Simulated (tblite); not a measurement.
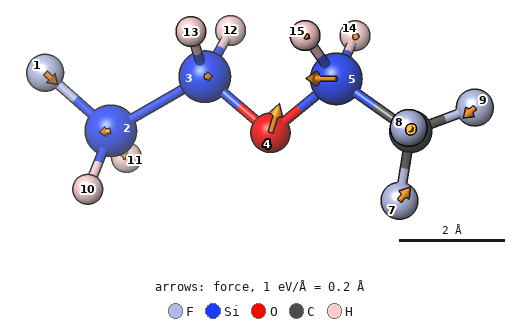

Starting geometry of CH₆F₄OSi₃ with the computed forces as orange arrows. Style: ball-and-stick. Shown at a tilt.

The calculation used GFN2-xTB geometry optimisation, gas phase (tblite 0.8.0). 

Question: What follows when this structure is relaxed?

Answer: It isn't relaxed: the largest force vector, on a Si atom, is 3.51 eV/Å. The final displacements have little in common with the starting forces (cosine between the two patterns 0.19). The atom that moves furthest after the best rigid fit is an F atom (2.36 Å). By element the largest moves are F 2.36 Å, O 1.91 Å, H 1.68 Å, C 1.23 Å, Si 1.21 Å. Some distances before and after: Si–Si 2.726 → 3.226 Å, O–Si 1.734 → 1.592 Å, C–Si 1.853 → 1.947 Å, Si–Si 2.224 → 2.304 Å. Among the angles between lasting bonds that change: Si–O–Si 104.3° → 165.7°, Si–Si–H 107.2° → 117.8°, F–Si–H 112.4° → 102.8°. Groups turn about C–Si by about 50°. Over 130 geometry steps the energy falls by 138.6 kJ/mol.
